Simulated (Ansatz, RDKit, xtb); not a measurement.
# C4H6BBrSi: ranking a sample of isomers

Which of a sample of isomers of C4H6BBrSi is the most stable in the gas at 298.15 K, and what are its properties? The sample is small against all isomers, and the most stable one of this formula need not be in it.

The funnel: GFN2-xTB relaxations, single points with a density functional, relaxations at r2SCAN-D4/def2-SVP, harmonic vibrations (at GFN2-xTB), and a last energy at a higher level. All values are calculated.

## (1) Candidates

Isomers were taken from a list of plausible structures; this is a sample, not all of them. That gives 11 candidates.

| label | SMILES | spin |
| --- | --- | --- |
| c058 | BC1=CC=C(Br)[SiH2]1 | singlet |
| c109 | BC1=C(Br)[SiH2]C=C1 | singlet |
| c126 | BC1=CC(Br)=C[SiH2]1 | singlet |
| c213 | B[Si]1(Br)C=CC=C1 | singlet |
| c283 | BC1=C[SiH2]C(Br)=C1 | singlet |
| c330 | BC1=CC=C[Si@@H]1Br | singlet |
| c426 | B[Si@@H]1C=CC(Br)=C1 | singlet |
| c530 | B[Si@@H]1C=CC=C1Br | singlet |
| c587 | BC1=C[Si@@H](Br)C=C1 | singlet |
| c856 | BC1=C(Br)C=C[SiH2]1 | singlet |
| c940 | BC1=C[SiH2]C=C1Br | singlet |

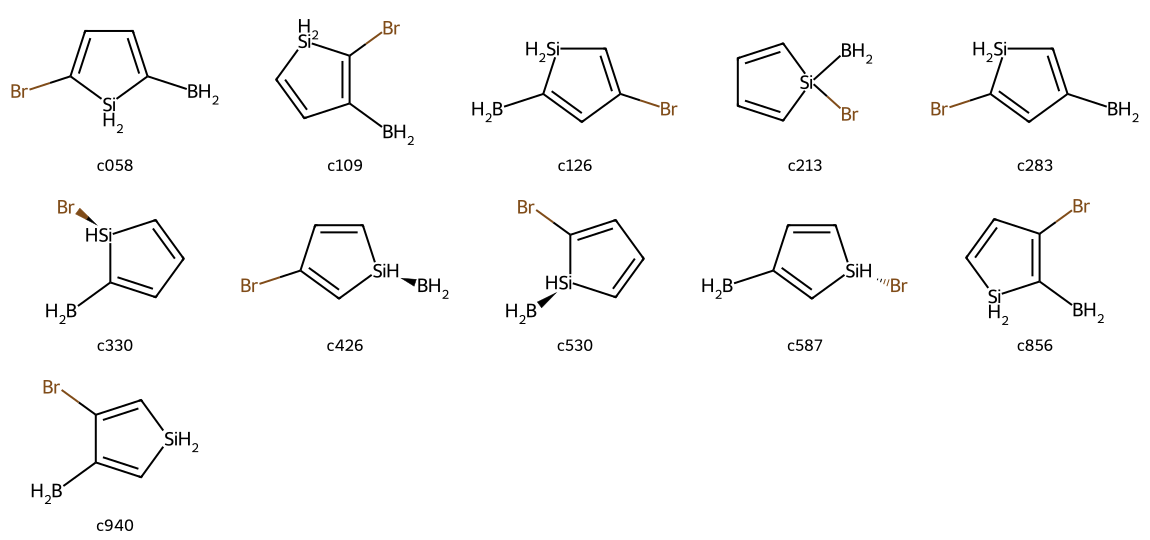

Structural formulas of the candidates.

Candidates are built by distance geometry, with a force field where one applies, in up to four conformers (letters a to d).

## (2) First filter: tight binding

All 11 starts are relaxed the same way. One of them, c283a (taken from a list of positional isomers, embedded by distance geometry and UFF), in full:

start.xyz

```xyz
13
c283a
C     -0.690837    -0.326211     1.813738
C     -0.372534    -1.586430     1.712857
C      0.740408    -0.082709    -0.027646
C     -0.015050     0.566841     0.866592
B     -1.639872     0.200730     2.913269
Br     1.705572     0.823512    -1.405685
Si     0.800738    -1.820631     0.308765
H     -2.154273    -0.571973     3.673921
H     -1.885528     1.349566     2.996079
H     -0.752313    -2.427179     2.331051
H      2.154046    -2.301840     0.761325
H      0.214325    -2.620957    -0.794230
H     -0.181810     1.647489     0.776391
```

Run with:

```console
$ xtb start.xyz --gfn 2 --opt
```

Log, cut to the lines that bear on the results:

```text
* xtb version 6.7.1
[...]
          :  # basis functions                  46          :
[...]
          :  # electrons                        36          :
[...]
          :  Hamiltonian                  GFN2-xTB          :
[...]
          :  net charge                          0          :
          :  unpaired electrons                  0          :
[...]
   *** convergence criteria satisfied after 16 iterations ***
[...]
   *** GEOMETRY OPTIMIZATION CONVERGED AFTER 7 ITERATIONS ***
[...]
   *** convergence criteria satisfied after 3 iterations ***
[...]
         ::                     SUMMARY                     ::
         :::::::::::::::::::::::::::::::::::::::::::::::::::::
         :: total energy             -18.595013400201 Eh    ::
         :: gradient norm              0.000389629530 Eh/a0 ::
         :: HOMO-LUMO gap              2.010748301440 eV    ::
         ::.................................................::
         :: SCC energy               -18.829699465197 Eh    ::
         :: -> isotropic ES            0.037497142803 Eh    ::
         :: -> anisotropic ES          0.003887077880 Eh    ::
         :: -> anisotropic XC          0.005133032339 Eh    ::
         :: -> dispersion             -0.011407034274 Eh    ::
         :: repulsion energy           0.234686064995 Eh    ::
         :: add. restraining           0.000000000000 Eh    ::
         :: total charge              -0.000000000000 e     ::
         :::::::::::::::::::::::::::::::::::::::::::::::::::::
[...]
        18        2.0000           -0.3829904             -10.4217 (HOMO)
        19                         -0.3090968              -8.4110 (LUMO)
[...]
     #   Z          covCN         q      C6AA      α(0)
     1   6          2.954    -0.065    29.613     8.925
     2   6          2.810    -0.132    31.368     9.176
     3   6          2.796    -0.047    29.154     8.845
     4   6          3.063    -0.046    29.074     8.842
     5   5          2.784     0.236    17.787     7.051
     6  35          1.026    -0.191   190.331    22.244
     7  14          3.774     0.464    97.775    18.921
     8   1          0.939    -0.093     5.308     3.602
     9   1          0.939    -0.090     5.216     3.571
    10   1          0.926     0.039     2.467     2.456
    11   1          0.919    -0.058     4.300     3.243
    12   1          0.919    -0.058     4.298     3.243
    13   1          0.926     0.041     2.433     2.439
[...]
     #   Z sym  total        # sym  WBO       # sym  WBO       # sym  WBO
 ---------------------------------------------------------------------------
     1   6      3.959 --     2      1.747     4      1.085     5      1.062
     2   6      3.962 --     1      1.747    10      0.979     7      0.905
                             5      0.110     3      0.109
     3   6      3.883 --     4      1.823     6      1.012     7      0.849
                             2      0.109
     4   6      3.988 --     3      1.823     1      1.085    13      0.965
     5   5      3.177 --     1      1.062     9      0.981     8      0.980
                             2      0.110
     6  35      1.144 --     3      1.012
     7  14      3.597 --     2      0.905    11      0.882    12      0.882
                             3      0.849
     8   1      0.990 --     5      0.980
     9   1      0.992 --     5      0.981
[...]
molecular dipole:
                 x           y           z       tot (Debye)
 q only:       -0.152      -1.140       0.431
   full:       -0.403      -1.046       0.723       3.391
molecular quadrupole (traceless):
[...]
          | TOTAL ENERGY              -18.595013400201 Eh   |
          | GRADIENT NORM               0.000389629530 Eh/α |
          | HOMO-LUMO GAP               2.010748301440 eV   |
           -------------------------------------------------
[...]
```

Wall time 0.07 s (2 threads of Arm Neoverse V2, shared host).

## (3) The minima found

11 of the 11 relaxations converged. 11 distinct structures remain:

| label | start | SMILES after | spin | energy (kcal/mol) |
| --- | --- | --- | --- | --- |
| c330a | drawn | BC1=CC=C[Si@@H]1Br | singlet | 0.0 |
| c587a | drawn | BC1=C[Si@@H](Br)C=C1 | singlet | 3.7 |
| c213a | drawn | B[Si]1(Br)C=CC=C1 | singlet | 14.1 |
| c856a | drawn | BC1=C(Br)C=C[SiH2]1 | singlet | 25.1 |
| c126a | drawn | BC1=CC(Br)=C[SiH2]1 | singlet | 26.0 |
| c058a | drawn | BC1=CC=C(Br)[SiH2]1 | singlet | 26.2 |
| c109a | drawn | BC1=C(Br)[SiH2]C=C1 | singlet | 28.8 |
| c940a | drawn | BC1=C[SiH2]C=C1Br | singlet | 28.8 |
| c283a | drawn | BC1=C[SiH2]C(Br)=C1 | singlet | 29.6 |
| c426a | drawn | B[Si@@H]1C=CC(Br)=C1 | singlet | 39.5 |
| c530a | drawn | B[Si@@H]1C=CC=C1Br | singlet | 40.1 |

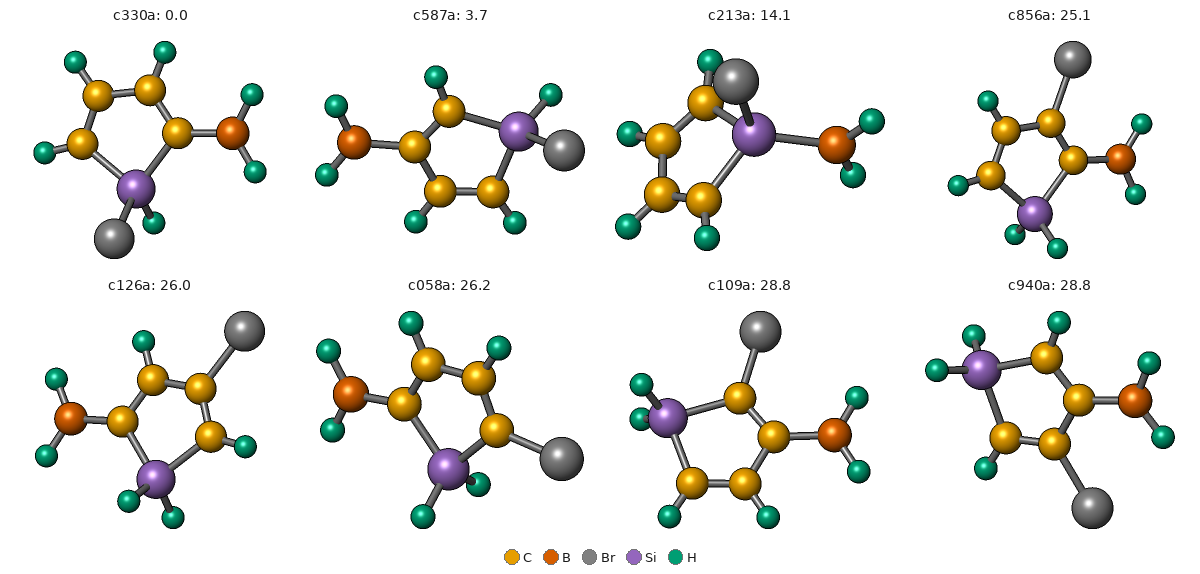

The 8 lowest minima that did not fall apart, with their GFN2-xTB energies in kcal/mol.

## (4) Screening with a density functional

A choice of the minima (the low ones first, few conformers of a pattern, up to a cap) and the lowest that fell apart get a single point at r2SCAN-D4/def2-SVP on the tight-binding geometry, and one at HF/STO-3G for comparison. Some singlets are also tried as triplets at the same geometry (label ending in t). The first, c330a:

input.yaml

```yaml
basis:
  gaussian:
    orbitals: def2-SVP
crystal:
  periodic: [false, false, false]
  atoms:
    - {symbol: C, position_ang: [-0.599480, -0.933211, 1.770497]}
    - {symbol: C, position_ang: [0.660636, -0.587748, 2.136812]}
    - {symbol: C, position_ang: [1.522321, 0.028958, 1.146770]}
    - {symbol: C, position_ang: [0.993554, 0.205347, -0.071853]}
    - {symbol: B, position_ang: [-1.623988, -1.581195, 2.707246]}
    - {symbol: Br, position_ang: [-2.245974, 1.158556, -0.407975]}
    - {symbol: Si, position_ang: [-0.767496, -0.466972, -0.054836]}
    - {symbol: H, position_ang: [-1.355264, -1.749862, 3.834092]}
    - {symbol: H, position_ang: [-2.670830, -1.908358, 2.298635]}
    - {symbol: H, position_ang: [1.039240, -0.751668, 3.136513]}
    - {symbol: H, position_ang: [2.525149, 0.324506, 1.420510]}
    - {symbol: H, position_ang: [1.531259, 0.662634, -0.884254]}
    - {symbol: H, position_ang: [-1.068079, -1.514825, -1.018399]}
hamiltonian:
  xc: r2scan
  dispersion: d4
scf:
  lower_state_search: off
output: {orbitals: {seedname: orbitals}}
```

Run with:

```console
$ ansatz run input.yaml --threads 2 --pin off --max-ram 5220MiB --events-out events.jsonl --progress --plain --runs-dir runs
```

Log, cut to the lines that bear on the results:

```text
Warning: RAYON_NUM_THREADS=2 ignored (pool sized by the plan → 2); use --threads N
Functional definition: r2SCAN
  name "r2SCAN"
[...]
1675 factors; their error is unknown
[...]
mean field -82827.23669976 eV, -3043.8448063988 hartree, gradient 3.1e-6 eV, S^2 0.000000; 0 other end points of the search recorded, 0 dependent functions left out
reference -82827.23671145 eV, -3043.8448068282 hartree; 42, 42 occupied and 108, 108 virtual orbitals, 1675 factors
Total energy: -82827.34183324 eV, -3043.8486699828 hartree
Checks for a lower state left out: stability, starts, cluster_reference, orbital_swaps, neighbouring_geometries, increment
```

It took 4.5 s on 2 threads of Arm Neoverse V2, shared host; peak memory 0.21 GiB.

Relative energies in kcal/mol, each column from its lowest structure that stays in one piece:

```csv
label,SMILES,spin,GFN2-xTB,HF/STO-3G,r2SCAN-D4/def2-SVP
c330a,BC1=CC=C[Si@@H]1Br,singlet,0.0,0.0,0.0
c587a,BC1=C[Si@@H](Br)C=C1,singlet,3.7,2.6,5.1
c213a,B[Si]1(Br)C=CC=C1,singlet,14.1,13.9,16.4
c856a,BC1=C(Br)C=C[SiH2]1,singlet,25.1,28.4,31.2
c058a,BC1=CC=C(Br)[SiH2]1,singlet,26.2,28.4,32.5
c126a,BC1=CC(Br)=C[SiH2]1,singlet,26.0,28.8,32.5
c940a,BC1=C[SiH2]C=C1Br,singlet,28.8,30.9,37.5
c109a,BC1=C(Br)[SiH2]C=C1,singlet,28.8,31.1,37.7
c283a,BC1=C[SiH2]C(Br)=C1,singlet,29.6,30.9,38.9
c426a,B[Si@@H]1C=CC(Br)=C1,singlet,39.5,42.3,48.2
c330at,BC1=CC=C[Si@@H]1Br,triplet,–,–,49.7
c587at,BC1=C[Si@@H](Br)C=C1,triplet,–,–,50.9
c213at,B[Si]1(Br)C=CC=C1,triplet,–,–,71.1
```

## (5) Refinement at r2SCAN-D4/def2-SVP

3 candidates are relaxed at r2SCAN-D4/def2-SVP (chosen among the lowest in one piece). The first, c330a:

input.yaml

```yaml
crystal:
  periodic: [false, false, false]
  atoms:
    - symbol: C
      position_ang: [-0.599480, -0.933211, 1.770497]
    - symbol: C
      position_ang: [0.660636, -0.587748, 2.136812]
    - symbol: C
      position_ang: [1.522321, 0.028958, 1.146770]
    - symbol: C
      position_ang: [0.993554, 0.205347, -0.071853]
    - symbol: B
      position_ang: [-1.623988, -1.581195, 2.707246]
    - symbol: Br
      position_ang: [-2.245974, 1.158556, -0.407975]
    - symbol: Si
      position_ang: [-0.767496, -0.466972, -0.054836]
    - symbol: H
      position_ang: [-1.355264, -1.749862, 3.834092]
    - symbol: H
      position_ang: [-2.670830, -1.908358, 2.298635]
    - symbol: H
      position_ang: [1.039240, -0.751668, 3.136513]
    - symbol: H
      position_ang: [2.525149, 0.324506, 1.420510]
    - symbol: H
      position_ang: [1.531259, 0.662634, -0.884254]
    - symbol: H
      position_ang: [-1.068079, -1.514825, -1.018399]
basis:
  gaussian: {orbitals: def2-SVP}
hamiltonian: {xc: r2scan, dispersion: d4}
scf: {lower_state_search: off}
relax: {f_tol: 0.006}
```

Run with:

```console
$ ansatz run input.yaml --threads 2 --pin off --max-ram 5220MiB --events-out events.jsonl --progress --plain --runs-dir runs
```

Log, cut to the lines that bear on the results:

```text
Warning: RAYON_NUM_THREADS=2 ignored (pool sized by the plan → 2); use --threads N
[...]
[... 2 set-up lines as earlier in the session ...]
[...]
1675 factors; their error is unknown
[...]
mean field -82827.23669867 eV, -3043.8448063585 hartree, gradient 6.8e-6 eV, S^2 0.000000; 0 other end points of the search recorded, 0 dependent functions left out
[...]
reference -82827.23671035 eV, -3043.8448067879 hartree; 42, 42 occupied and 108, 108 virtual orbitals, 1675 factors
relax step   1: F+E_penalty+E_count = -82827.34182046 eV  Δ(F+E_penalty+E_count) = +0.000e0 eV  max|allowed force component| = 1.069e0 eV/Å  Δτ_max = 0.0000 Å  (20 SCF iters, accepted)
[...]
relax step   4: F+E_penalty+E_count = -82827.46653035 eV  Δ(F+E_penalty+E_count) = -2.874e-3 eV  max|allowed force component| = 4.618e-2 eV/Å  Δτ_max = 0.0175 Å  (22 SCF iters, accepted)
[...]
Atom 4 at    -1.641162    -1.579202     2.722930 Å, force    -0.000945     0.001617     0.000890 eV/Å
Atom 5 at    -2.279716     1.149179    -0.462216 Å, force     0.002141    -0.001541     0.001193 eV/Å
Atom 6 at    -0.752377    -0.427784    -0.046318 Å, force    -0.002582     0.000227    -0.000539 eV/Å
Atom 7 at    -1.303260    -1.785056     3.868705 Å, force     0.000005    -0.000785    -0.000656 eV/Å
Atom 8 at    -2.754117    -1.894786     2.370788 Å, force    -0.000151     0.000131    -0.000192 eV/Å
Atom 9 at     1.018778    -0.800827     3.138436 Å, force     0.000275     0.000069     0.000254 eV/Å
Atom 10 at     2.554118     0.303021     1.412247 Å, force     0.000243    -0.000336     0.000055 eV/Å
Atom 11 at     1.566849     0.717495    -0.905967 Å, force    -0.000028    -0.000095    -0.000207 eV/Å
Atom 12 at    -0.994061    -1.544392    -1.002891 Å, force     0.000765     0.000322     0.000372 eV/Å
Dipole moment:     0.594832    -0.002201    -0.050581 e Å
Checks for a lower state left out: stability, starts, cluster_reference, orbital_swaps, neighbouring_geometries, increment
```

Run time: 70 s. Hardware: 2 threads of Arm Neoverse V2, shared host; peak memory 0.21 GiB.

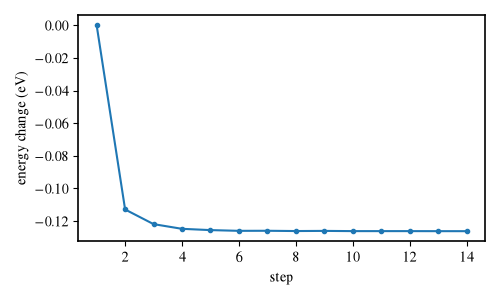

Energy along the run, all evaluated steps.

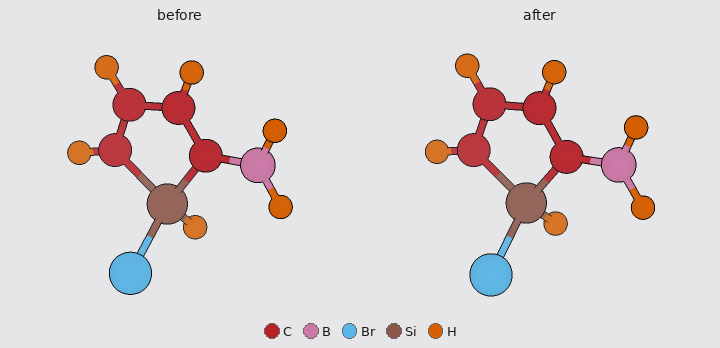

Before and after, at one scale.

After the run. Bond lengths: C1–C2 1.374 Å, C2–C3 1.474 Å, C3–C4 1.358 Å, C1–B5 1.534 Å, C1–Si7 1.875 Å, C4–Si7 1.878 Å, Br6–Si7 2.234 Å, B5–H8 1.212 Å, B5–H9 1.209 Å, C2–H10 1.099 Å, C3–H11 1.097 Å, C4–H12 1.093 Å, Si7–H13 1.490 Å. Some angles: C1–C2–C3 119.0°, C2–C1–B5 122.7°, C2–C1–Si7 104.4°, B5–C1–Si7 132.9°, C2–C3–C4 116.4°, C3–C4–Si7 106.3°, C1–Si7–C4 93.9°, C1–Si7–Br6 114.0°, C4–Si7–Br6 112.3°, C1–C2–H10 121.7°.

## (6) After refinement

| label | spin | r2SCAN-D4/def2-SVP (kcal/mol) | r2SCAN-D4/def2-SVP, relaxed (kcal/mol) | time |
| --- | --- | --- | --- | --- |
| c330a | singlet | 0.0 | 0.0 | 70 s |
| c587a | singlet | 5.1 | 5.1 | 74 s |
| c213a | singlet | 16.4 | 13.9 | 2.1 min |

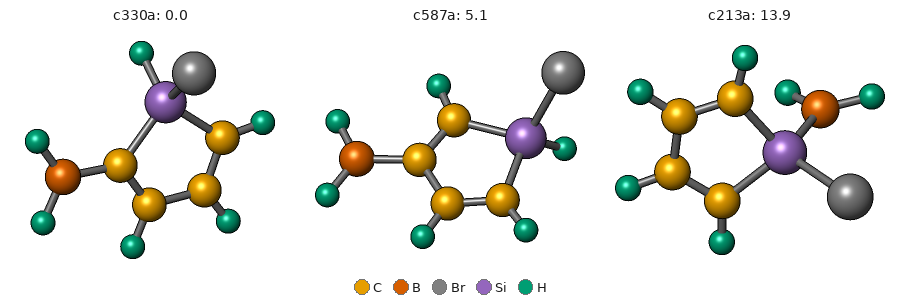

The relaxed structures, with energies at r2SCAN-D4/def2-SVP in kcal/mol.

## (7) Are they minima? Harmonic frequencies

The lowest few go on as finalists. In this search the thermal terms come from GFN2-xTB at its own nearest minimum. The first, c330a:

start.xyz

```xyz
13
c330a
C     -0.643261    -0.925603     1.758259
C      0.640508    -0.601995     2.125565
C      1.529079     0.029806     1.132965
C      0.999670     0.246307    -0.098745
B     -1.641162    -1.579202     2.722930
Br    -2.279716     1.149179    -0.462216
Si    -0.752377    -0.427784    -0.046318
H     -1.303260    -1.785056     3.868705
H     -2.754117    -1.894786     2.370788
H      1.018778    -0.800827     3.138436
H      2.554118     0.303021     1.412247
H      1.566849     0.717495    -0.905967
H     -0.994061    -1.544392    -1.002891
```

Run with:

```console
$ xtb start.xyz --gfn 2 --ohess tight
```

Log, cut to the lines that bear on the results:

```text
* xtb version 6.7.1
[...]
          :  # basis functions                  46          :
[...]
          :  # electrons                        36          :
[...]
          :  Hamiltonian                  GFN2-xTB          :
[...]
          :  net charge                          0          :
          :  unpaired electrons                  0          :
[...]
   *** convergence criteria satisfied after 18 iterations ***
[...]
   *** GEOMETRY OPTIMIZATION CONVERGED AFTER 21 ITERATIONS ***
[...]
   *** convergence criteria satisfied after 3 iterations ***
[...]
         ::                     SUMMARY                     ::
         :::::::::::::::::::::::::::::::::::::::::::::::::::::
         :: total energy             -18.642297709170 Eh    ::
         :: gradient norm              0.000388156783 Eh/a0 ::
         :: HOMO-LUMO gap              2.383473057871 eV    ::
         ::.................................................::
         :: SCC energy               -18.890648126452 Eh    ::
         :: -> isotropic ES            0.040578117998 Eh    ::
         :: -> anisotropic ES          0.000010760556 Eh    ::
         :: -> anisotropic XC         -0.007754629629 Eh    ::
         :: -> dispersion             -0.011581372351 Eh    ::
         :: repulsion energy           0.248350417283 Eh    ::
         :: add. restraining           0.000000000000 Eh    ::
         :: total charge               0.000000000000 e     ::
         :::::::::::::::::::::::::::::::::::::::::::::::::::::
[...]
        18        2.0000           -0.3985469             -10.8450 (HOMO)
        19                         -0.3109559              -8.4615 (LUMO)
[...]
molecular dipole:
                 x           y           z       tot (Debye)
 q only:        0.453      -0.410      -0.279
   full:        1.738      -1.366       0.206       5.642
molecular quadrupole (traceless):
[...]
          | TOTAL ENERGY              -18.642297709172 Eh   |
          | TOTAL ENTHALPY            -18.549035623951 Eh   |
          | TOTAL FREE ENERGY         -18.593479431485 Eh   |
          | GRADIENT NORM               0.000388152985 Eh/α |
[...]
```

Run time: 0.39 s. Hardware: 2 threads of Arm Neoverse V2, shared host; peak memory 0.1 GiB.

## (8) Thermal terms of the finalists

As xtb prints them, at 298.15 K, with its own treatment of low modes:

| label | SMILES | spin | lowest mode (cm⁻¹) | zero-point (kcal/mol) | G − E (kcal/mol) |
| --- | --- | --- | --- | --- | --- |
| c330a | BC1=CC=C[Si@@H]1Br | singlet | 63 | 52.5 | 30.6 |
| c587a | BC1=C[Si@@H](Br)C=C1 | singlet | 54 | 52.5 | 30.7 |
| c213a | B[Si]1(Br)C=CC=C1 | singlet | 75 | 53.7 | 31.7 |

## (9) Last filter: a higher level

Single points at CCSD(T)/def2-SVP + MP2/def2-TZVPP - MP2/def2-SVP on the refined geometries decide the order.

c330a, CCSD(T)/def2-SVP:

input.yaml

```yaml
crystal:
  periodic: [false, false, false]
  atoms:
    - {symbol: C, position_ang: [-0.643261, -0.925603, 1.758259]}
    - {symbol: C, position_ang: [0.640508, -0.601995, 2.125565]}
    - {symbol: C, position_ang: [1.529079, 0.029806, 1.132965]}
    - {symbol: C, position_ang: [0.999670, 0.246307, -0.098745]}
    - {symbol: B, position_ang: [-1.641162, -1.579202, 2.722930]}
    - {symbol: Br, position_ang: [-2.279716, 1.149179, -0.462216]}
    - {symbol: Si, position_ang: [-0.752377, -0.427784, -0.046318]}
    - {symbol: H, position_ang: [-1.303260, -1.785056, 3.868705]}
    - {symbol: H, position_ang: [-2.754117, -1.894786, 2.370788]}
    - {symbol: H, position_ang: [1.018778, -0.800827, 3.138436]}
    - {symbol: H, position_ang: [2.554118, 0.303021, 1.412247]}
    - {symbol: H, position_ang: [1.566849, 0.717495, -0.905967]}
    - {symbol: H, position_ang: [-0.994061, -1.544392, -1.002891]}
basis:
  gaussian:
    orbitals: def2-SVP
correlation:
  method: ccsd_t
  frozen_orbitals: {Si: 5, C: 1, B: 1, H: 0, Br: 9}
```

Run with:

```console
$ ansatz run input.yaml --threads 2 --pin off --max-ram 5220MiB --events-out events.jsonl --progress --plain --runs-dir runs
```

Log, cut to the lines that bear on the results:

```text
Warning: RAYON_NUM_THREADS=2 ignored (pool sized by the plan → 2); use --threads N
Functional definition: HF
  name "HF"
[...]
1512 factors; integrals over basis functions are off by at most 1.2e-3 eV
[...]
mean field -82735.38357519 eV, -3040.4692663309 hartree, gradient 3.1e-6 eV, S^2 0.000000; 0 other end points of the search recorded, 0 dependent functions left out; unrestricted orbitals would lower it
19 core orbitals not correlated: weight in the atoms' cores, before any rotation towards them, 1.000 or more for the frozen orbitals, at most 0.000 for the correlated occupied ones
reference -82735.38357519 eV, -3040.4692663309 hartree; 23, 23 occupied and 108, 108 virtual orbitals, 1512 factors
second order -24.91883973 eV of doubles, -0.00000000 eV of singles
cycle   1  -25.53512272 eV  change   -6.2e-1 eV  update   1.2e-1
[...]
cycle  10  -26.38645628 eV  change    4.2e-5 eV  update   2.6e-5
perturbative correction -1.00137238 eV, -0.0367997563 hartree
Total energy: -82762.77140385 eV, -3041.4757504701 hartree
```

Wall time 83 s (2 threads of Arm Neoverse V2, shared host); peak memory 1.3 GiB.

(Part 1 of 2 ends here.)
